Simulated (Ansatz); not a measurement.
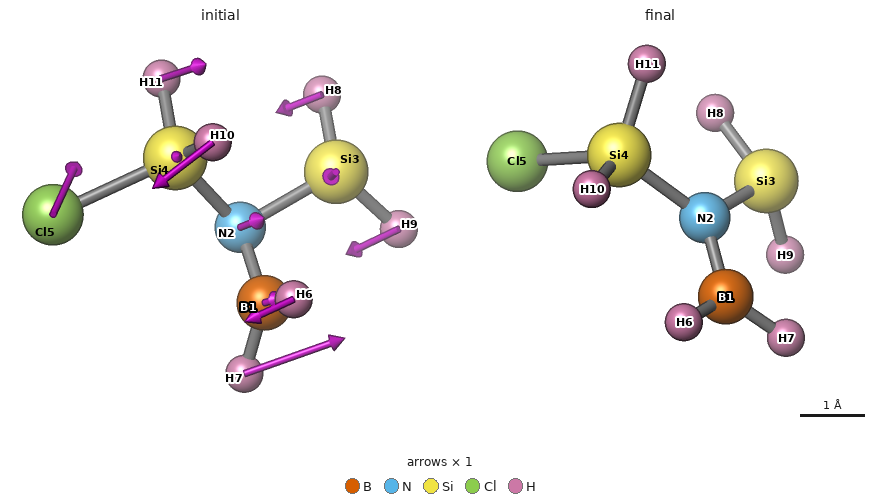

The structure of BSi2NH6Cl (multiplicity 2) (coarse preliminary run) before (left) and after (right) a relaxation, at one scale. The purple arrows give the displacements, at their true length.

Style: ball-and-stick. Shown at a tilt.

The start comes from a force field.

These are results of UKS PBE-D4/def2-SVP (Ansatz 0.2.0), not measurements. Set-up: force threshold 0.03 eV/Å; at most 200 steps.

### Summarise the run.

After 24 geometry steps the energy has fallen by 32.8 kcal/mol. Largest force component: 3 eV/Å at the start, 0.015 eV/Å at the end. The largest move after the best rigid fit is that of H7, 1.72 Å. Largest moves by element: H 1.72 Å, Cl 1.64 Å, N 0.73 Å, Si 0.54 Å, B 0.50 Å. Among the contacts that change: Si4–H10 1.397 → 1.494 Å, B1–N2 1.514 → 1.427 Å, Si3–H8 1.433 → 1.509 Å, B1–H6 1.154 → 1.218 Å. Bond angles that change, for instance: B1–N2–Si3 105.8° → 119.6°, B1–N2–Si4 106.7° → 120.4°, Si3–N2–Si4 106.5° → 120.0°.
